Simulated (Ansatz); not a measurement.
The starting structures come from a database of crystals and need not be the phases stable at ambient conditions.

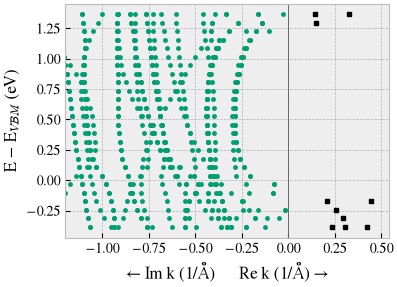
Figure: Complex bands at the centre of the two-dimensional zone; PBEsol run with Ansatz (a first-principles code)

The gap is the functional's own. No spin-orbit coupling. Mid-gap values are interpolated on the energy grid.

**Question.** This is PdCl2 (R-3, not sure to be the ambient phase, 18 atoms a cell, 23.2 Å³ an atom, -2 GPa at this level) along the normal of (101). Read off the slowest decay at the centre of the two-dimensional zone at 0.53 eV, the computed energy nearest the middle of the gap.

**Answer.** κ ≈ 0.29 1/Å, a decay length 1/(2κ) of the density of 1.7 Å.
